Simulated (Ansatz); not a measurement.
**HF/STO-3G run of C4H7B (SMILES C#CB(C)C)**

What is the electronic atomisation energy of C4H7B at HF/STO-3G? 

Program for the calculation: Ansatz 0.2.0.

33 further runs of the same task are left out: 33 set aside as unsound or not needed. Runs told in other sessions of the task aren't counted.

### 1 The system as given

The species is C4H7B (12 atoms), meant as a singlet with charge 0. As SMILES, `C#CB(C)C`. The coordinates come from a PBE0-D4/def2-TZVP relaxation.

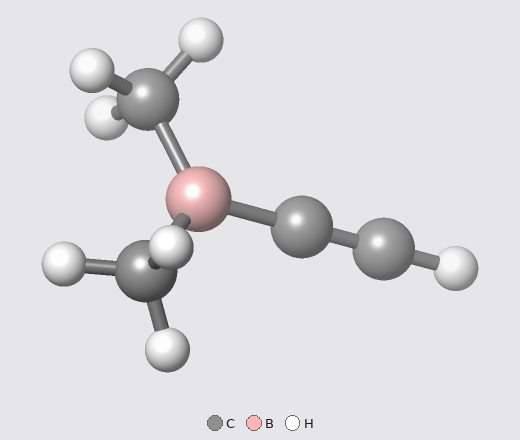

Viewed from a chosen angle; carbon grey, boron pink, hydrogen white.

### 2 A single-point energy at HF/STO-3G

The input, molecule.yaml:

```yaml
crystal:
  periodic: [false, false, false]
  atoms:
    - {symbol: C, position_ang: [-0.661600, 2.532300, 0.484500]}
    - {symbol: C, position_ang: [-0.357900, 1.383300, 0.266900]}
    - {symbol: B, position_ang: [0.024200, -0.067500, -0.009200]}
    - {symbol: C, position_ang: [-0.665800, -1.205600, 0.811900]}
    - {symbol: C, position_ang: [1.094600, -0.379000, -1.106000]}
    - {symbol: H, position_ang: [-0.929800, 3.545600, 0.676300]}
    - {symbol: H, position_ang: [-0.078400, -2.125800, 0.854900]}
    - {symbol: H, position_ang: [-1.592200, -1.454800, 0.272500]}
    - {symbol: H, position_ang: [-0.970700, -0.909700, 1.817200]}
    - {symbol: H, position_ang: [2.071000, -0.357100, -0.598500]}
    - {symbol: H, position_ang: [1.148800, 0.363300, -1.904000]}
    - {symbol: H, position_ang: [0.995000, -1.380100, -1.532400]}
basis:
  gaussian:
    orbitals: STO-3G
accuracy: high
hamiltonian:
  xc: hf
output: {orbitals: {seedname: orbitals}}
magnetization:
  spin_polarized: false
  initial_magnetization: 0
```

Launch:

```sh
$ ansatz run molecule.yaml --threads 1 --pin off --max-ram 2610MiB --events-out events.jsonl --progress --plain --runs-dir runs
```

Standard output:

```text
Warning: RAYON_NUM_THREADS=1 ignored (pool sized by the plan → 1); use --threads N
Functional definition: HF
  name "HF"
  exchange = exact_x
  correlation = 0
656 factors; integrals over basis functions are off by at most 1.7e-9 eV
mean field evaluation 1: about -4842.5998 eV, gradient 1.7e1 eV
mean field evaluation 2: about -4842.7212 eV, gradient 1.7e1 eV
mean field evaluation 4: about -4843.9274 eV, gradient 2.0e0 eV
mean field evaluation 8: about -4843.9405 eV, gradient 8.2e-5 eV
mean field -4843.93965814 eV, -178.0114990965 hartree, gradient 1.1e-8 eV, S^2 0.000000; 0 other end points of the search recorded, 0 dependent functions left out
reference -4843.93965814 eV, -178.0114990965 hartree; 18, 18 occupied and 14, 14 virtual orbitals, 656 factors
Total energy: -4843.93965814 eV, -178.0114990965 hartree
```

Wall time 0.35 s (1 thread of Arm Neoverse V2, shared host).

### 3 The B atom at the same level

The input, run.yaml:

```yaml
crystal:
  periodic: [false, false, false]
  atoms:
    - {symbol: B, position_ang: [0.000000, 0.000000, 0.000000]}
basis:
  gaussian:
    orbitals: STO-3G
magnetization:
  spin_polarized: true
  initial_magnetization: 1
hamiltonian:
  xc: hf
accuracy: high
```

Launch:

```sh
$ ansatz run run.yaml --threads 1 --pin off --max-ram 2610MiB --events-out events.jsonl --progress --plain --runs-dir runs
```

Standard output:

```text
Warning: RAYON_NUM_THREADS=1 ignored (pool sized by the plan → 1); use --threads N
Functional definition: HF
  name "HF"
  exchange = exact_x
  correlation = 0
15 factors; integrals over basis functions are off by at most 8.9e-10 eV
mean field evaluation 1: about -657.1275 eV, gradient 2.3e-14 eV
mean field evaluation 2: about -655.6556 eV, gradient 5.8e0 eV
mean field evaluation 4: about -656.3328 eV, gradient 3.7e0 eV
mean field evaluation 8: about -657.1193 eV, gradient 1.7e-1 eV
mean field evaluation 16: about -655.6556 eV, gradient 5.8e0 eV
mean field -657.12745801 eV, -24.1489886649 hartree, gradient 0.0e0 eV, S^2 0.750000; 3 other end points of the search recorded, 0 dependent functions left out
reference -657.12745801 eV, -24.1489886649 hartree; 3, 2 occupied and 2, 3 virtual orbitals, 15 factors
Total energy: -657.12745801 eV, -24.1489886649 hartree
```

Run time: 0.05 s. Hardware: 1 thread of Arm Neoverse V2, shared host.

### 4 The C atom at the same level

The input, run.yaml:

```yaml
crystal:
  periodic: [false, false, false]
  atoms:
    - {symbol: C, position_ang: [0.000000, 0.000000, 0.000000]}
basis:
  gaussian: {orbitals: STO-3G}
magnetization: {spin_polarized: true, initial_magnetization: 2}
hamiltonian: {xc: hf}
accuracy: high
```

Run the same way, it converges to -37.19839 Eh (log not shown).

### 5 The H atom

The input, molecule.yaml:

```yaml
crystal:
  periodic: [false, false, false]
  atoms:
    - {symbol: H, position_ang: [0.000000, 0.000000, 0.000000]}
basis:
  gaussian:
    orbitals: STO-3G
hamiltonian:
  xc: hf
accuracy: high
magnetization:
  spin_polarized: true
  initial_magnetization: 1
```

Run the same way, it converges to -0.46658 Eh (log not shown).

### 6 Summary of results

At HF/STO-3G:

```
                     quantity          value
       molecule: total energy  -178.01150 Eh
        molecule: HOMO energy       -8.73 eV
        molecule: LUMO energy        5.99 eV
      molecule: HOMO–LUMO gap       14.72 eV
         B atom: total energy   -24.14899 Eh
                 B atom: ⟨S²⟩          0.750
         C atom: total energy   -37.19839 Eh
                 C atom: ⟨S²⟩          2.000
         H atom: total energy    -0.46658 Eh
                 H atom: ⟨S²⟩          0.750
electronic atomisation energy      49.059 eV
```

**Reading.** Taking the molecule apart into free atoms costs 49.06 eV (4733 kJ/mol), before zero-point energy and without spin-orbit coupling. Hartree–Fock lacks the correlation of the bonding pairs, which as a rule makes this value much too low; in minimal bases other errors can mask that. In a minimal basis such a difference can be off by several eV, whatever the method.
